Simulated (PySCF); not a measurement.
# One shape, several levels: MoN2H3ClO (SMILES [NH]=[Mo](=[NH])([OH])[Cl])

Wanted: a comparison of 3 runs (HF/STO-3G, TPSSh/STO-3G, PBE0/3-21G) of MoN2H3ClO. The job is set up through a Python script.

The results are computed with PySCF 2.14.0.

## (1) The system as given

The species is MoN2H3ClO (8 atoms), meant as a singlet with charge 0. As SMILES, `[NH]=[Mo](=[NH])([OH])[Cl]`. The shape is that of a PBE0-D4/def2-TZVP optimisation. This is one conformer, not always the lowest.

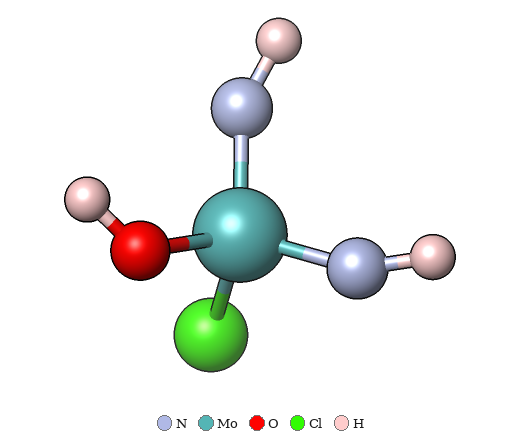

Viewed from a chosen angle; nitrogen light blue, molybdenum teal, oxygen red, chlorine green, hydrogen pink.

## (2) Energy and forces at HF/STO-3G (run 1)

geometry.xyz reads:

```xyz
8
ClH3MoN2O
N     -1.065200     0.803600     0.662300
Mo     0.070000     0.017100    -0.362100
N      1.639300     0.095800     0.330700
O     -0.396200    -1.799700    -0.517000
Cl     0.108600     1.136200    -2.349700
H     -1.301000     1.360300     1.473600
H      2.326300     0.406800     1.003900
H     -1.289600    -2.077100    -0.297500
```

run.py reads:

```python
import pyscf.grad
from pyscf import gto, scf

system = gto.M(
    atom='geometry.xyz',
    charge=0,
    basis='sto-3g',
    spin=0,
    verbose=4,
    max_memory=1860,
)

hf = scf.RHF(system)
hf.conv_tol = 1e-10
hf.kernel()
if not hf.converged:
    hf = hf.newton().run(hf.mo_coeff, hf.mo_occ)

e_final = hf.e_tot
print(f'total energy: {e_final:.8f} hartree')
grad = hf.Gradients().kernel()
dip = hf.dip_moment()
pop, q = hf.mulliken_pop()
```

Run with:

```console
OMP_NUM_THREADS=1 python run.py
```

Log:

```text
PySCF version 2.14.0

[... 76 lines left out ...]
converged SCF energy = -4573.72899206819
total energy: -4573.72899207 hartree
[... 11 lines left out ...]
Dipole moment(X, Y, Z, Debye): -0.83169, -0.67009,  4.03129
[... 24 lines left out ...]
pop of  1 Mo 3dyz         1.97843
pop of  1 Mo 3dz^2        1.97971
pop of  1 Mo 3dxz         1.97882
pop of  1 Mo 3dx2-y2      1.97669
pop of  1 Mo 4dxy         0.77614
pop of  1 Mo 4dyz         0.64144
pop of  1 Mo 4dz^2        0.72484
pop of  1 Mo 4dxz         0.82006
pop of  1 Mo 4dx2-y2      0.64136
pop of  2 N 1s            1.99599
pop of  2 N 2s            1.62478
pop of  2 N 2px           1.15069
pop of  2 N 2py           1.39123
pop of  2 N 2pz           1.27409
pop of  3 O 1s            1.99756
pop of  3 O 2s            1.82529
pop of  3 O 2px           1.32649
pop of  3 O 2py           1.49910
pop of  3 O 2pz           1.75281
pop of  4 Cl 1s           1.99997
pop of  4 Cl 2s           1.99875
pop of  4 Cl 3s           1.99395
pop of  4 Cl 2px          1.99891
pop of  4 Cl 2py          1.99716
pop of  4 Cl 2pz          1.99338
pop of  4 Cl 3px          1.93950
pop of  4 Cl 3py          1.84352
pop of  4 Cl 3pz          1.64059
pop of  5 H 1s            0.81608
pop of  6 H 1s            0.81431
pop of  7 H 1s            0.79961
 ** Mulliken atomic charges  **
charge of    0N =     -0.43855
charge of    1Mo =      1.11227
charge of    2N =     -0.43677
charge of    3O =     -0.40124
charge of    4Cl =     -0.40570
charge of    5H =      0.18392
charge of    6H =      0.18569
charge of    7H =      0.20039
```

Run time: 6.3 s. Hardware: 1 thread of Intel Xeon at 2.70GHz, shared host; peak memory 0.12 GiB.

## (3) Energy and gradient at TPSSh/STO-3G (run 2)

input.py reads:

```python
from pyscf import gto, dft

mol = gto.M(
    atom='''
N     -2.012936     1.518584     1.251566
Mo     0.132281     0.032314    -0.684270
N      3.097828     0.181036     0.624932
O     -0.748709    -3.400940    -0.976988
Cl     0.205224     2.147107    -4.440289
H     -2.458534     2.570594     2.784700
H      4.396070     0.768741     1.897096
H     -2.436991    -3.925150    -0.562194
''',
    spin=0,
    max_memory=1860,
    verbose=4,
    basis='sto-3g',
    unit='bohr',
)

mf = dft.RKS(mol)
mf.xc = 'tpssh'
mf.grids.level = 5
mf.conv_tol = 1e-10
mf.kernel()
if not mf.converged:
    mf = mf.newton().run(mf.mo_coeff, mf.mo_occ)

e_tot = mf.e_tot
print(f'total energy: {e_tot:.8f} hartree')
grad = mf.nuc_grad_method().kernel()
mf.analyze()
```

Run with:

```console
OMP_NUM_THREADS=1 python input.py
```

Log:

```text
PySCF version 2.14.0

[... 86 lines left out ...]
total energy: -4577.16635915 hartree
[... 18 lines left out ...]
DFT Exchange-Correlation Energy =     -173.284024987902001
[... 7 lines left out ...]
MO #6   energy= -91.000525225245   occ= 2
[... 5 lines left out ...]
MO #12  energy= -13.8555540917939  occ= 2
[... 5 lines left out ...]
MO #18  energy= -7.89195427941404  occ= 2
[... 5 lines left out ...]
MO #24  energy= -1.5205299646295   occ= 2
[... 5 lines left out ...]
MO #30  energy= -0.668713136883401 occ= 2
[... 5 lines left out ...]
MO #36  energy= -0.24903036567135  occ= 2
[... 5 lines left out ...]
MO #42  energy= -0.157029147220295 occ= 2
[... 5 lines left out ...]
MO #48  energy= 0.238560851095506  occ= 0
[... 5 lines left out ...]
MO #54  energy= 0.633597371965101  occ= 0
[... 26 lines left out ...]
pop of  1 Mo 3dz^2        1.99929
pop of  1 Mo 3dxz         1.99870
pop of  1 Mo 3dx2-y2      1.99880
pop of  1 Mo 4dxy         0.84362
pop of  1 Mo 4dyz         0.75764
pop of  1 Mo 4dz^2        0.78732
pop of  1 Mo 4dxz         0.86270
pop of  1 Mo 4dx2-y2      0.71726
pop of  2 N 1s            1.99981
pop of  2 N 2s            1.53152
pop of  2 N 2px           1.15490
pop of  2 N 2py           1.41897
pop of  2 N 2pz           1.31328
pop of  3 O 1s            1.99986
pop of  3 O 2s            1.75198
pop of  3 O 2px           1.35210
pop of  3 O 2py           1.53556
pop of  3 O 2pz           1.69248
pop of  4 Cl 1s           2.00000
pop of  4 Cl 2s           1.99973
pop of  4 Cl 3s           1.96052
pop of  4 Cl 2px          1.99992
pop of  4 Cl 2py          1.99981
pop of  4 Cl 2pz          1.99956
pop of  4 Cl 3px          1.93562
pop of  4 Cl 3py          1.85458
pop of  4 Cl 3pz          1.67797
pop of  5 H 1s            0.86701
pop of  6 H 1s            0.86679
pop of  7 H 1s            0.83251
 ** Mulliken atomic charges  **
charge of    0N =     -0.42341
charge of    1Mo =      1.16792
charge of    2N =     -0.41848
charge of    3O =     -0.33199
charge of    4Cl =     -0.42771
charge of    5H =      0.13299
charge of    6H =      0.13321
charge of    7H =      0.16749
Dipole moment(X, Y, Z, Debye): -1.02723, -1.16991,  3.65886
```

Run time: 38 s. Hardware: 1 thread of Intel Xeon at 2.70GHz, shared host; peak memory 0.56 GiB.

## (4) Energy and forces at PBE0/3-21G (run 3)

geometry.xyz, as its differences from that of step 2:

```diff
@@ -1,3 +1,3 @@
 8
-ClH3MoN2O
+
 N     -1.065200     0.803600     0.662300
```

input.py reads:

```python
from pyscf import gto, dft

mol = gto.M(
    atom='geometry.xyz',
    verbose=3,
    max_memory=1860,
    basis='3-21g',
)

mf = dft.RKS(mol)
mf.xc = 'pbe0'
mf.grids.level = 5
mf.conv_tol = 1e-10
mf.kernel()
if not mf.converged:
    mf = mf.newton().run(mf.mo_coeff, mf.mo_occ)

e_final = mf.e_tot
print('Final energy', e_final)
grad = mf.nuc_grad_method().kernel()
mf.analyze()
```

Run with:

```console
OMP_NUM_THREADS=1 python input.py
```

Log:

```text
converged SCF energy = -4601.6987749831
[... 14 lines left out ...]
MO #5   energy= -91.4584551104996  occ= 2
[... 6 lines left out ...]
MO #12  energy= -14.2045187772978  occ= 2
[... 6 lines left out ...]
MO #19  energy= -8.82508788588542  occ= 2
[... 6 lines left out ...]
MO #26  energy= -1.58399360125795  occ= 2
[... 6 lines left out ...]
MO #33  energy= -0.499516450789993 occ= 2
[... 6 lines left out ...]
MO #40  energy= -0.312319749911063 occ= 2
[... 6 lines left out ...]
MO #47  energy= 0.0015282028179846 occ= 0
[... 6 lines left out ...]
MO #54  energy= 0.209226406731976  occ= 0
[... 6 lines left out ...]
MO #61  energy= 0.664292300708258  occ= 0
[... 6 lines left out ...]
MO #68  energy= 1.00536818987886   occ= 0
[... 6 lines left out ...]
MO #75  energy= 1.45479881091225   occ= 0
[... 6 lines left out ...]
MO #82  energy= 2.84281673473707   occ= 0
[... 9 lines left out ...]
Dipole moment(X, Y, Z, Debye): -1.02236, -0.16252,  4.72874
```

Run time: 38 s. Hardware: 1 thread of Intel Xeon at 2.70GHz, shared host; peak memory 0.8 GiB.

## (5) Overview of the runs

```tsv
run	level	integration grid	energy (Eh)	dipole moment (D)	HOMO energy (eV)	LUMO energy (eV)	wall time
1	HF/STO-3G	–	-4573.728992	4.17	-8.52	5.03	6.3 s
2	TPSSh/STO-3G	5	-4577.166359	3.98	-4.27	1.08	38 s
3	PBE0/3-21G	5	-4601.698775	4.84	-7.91	-2.07	38 s
```

## (6) What came out

| quantity | value |
| --- | --- |
| run 3: total energy | -4601.69877 Eh |
| run 3: dipole moment | 4.84 D |
| run 3: HOMO energy | -7.91 eV |
| run 3: LUMO energy | -2.07 eV |
| run 3: HOMO–LUMO gap | 5.84 eV |
| run 3: largest force on an atom | 1.465 eV/Å |

**Reading.** The dipole moment (its size) runs from 3.98 D (TPSSh/STO-3G) to 4.84 D (PBE0/3-21G). The two ends differ in method and basis. The HOMO–LUMO gap runs from 5.35 eV (TPSSh/STO-3G) to 13.56 eV (HF/STO-3G). Exact exchange widens orbital gaps. Totals of different functionals can't be ranked against each other. In runs 1, 2 the basis is minimal, so the values are rough. In runs 1, 2, 3 relativity is left out where basis or elements ask for it. All runs together took 82 s, the longest 38 s.
